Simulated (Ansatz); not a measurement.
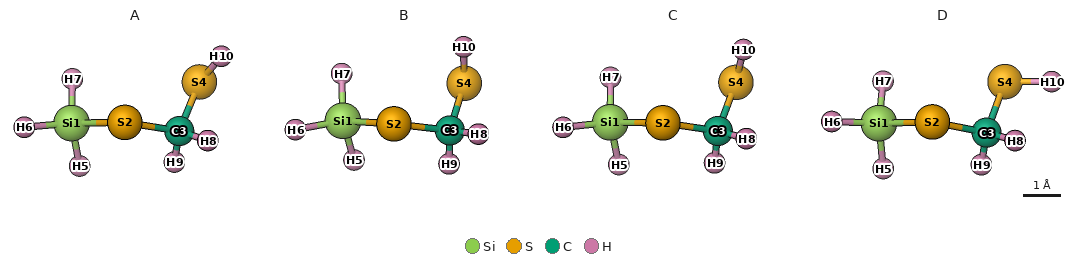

4 geometries from a converged minimum-energy path of CH$_{6}$S$_{2}$Si, shuffled. A ball-and-stick model, seen at a tilt.

Level of theory: Ansatz, RKS PBE0-D4/def2-SVP. Run with 7 movable images; climbing image; force threshold 0.05 eV/Å; iteration limit 60; starting path through a guess of the saddle point.

> Which frame is the transition state?

D. In order along the path, whose images run from 0 to 8: B (image 1, +0.010 eV), C (image 2, +0.031 eV), A (image 3, +0.074 eV), D (image 5, +0.188 eV). The motion is a rotation about the C3–S4 bond by about 145°. No bond forms or breaks between the ends. Among the angles between lasting bonds that change up to the highest image: S4–C3–H9 105.1° → 110.0°, S2–C3–S4 116.7° → 114.4°.
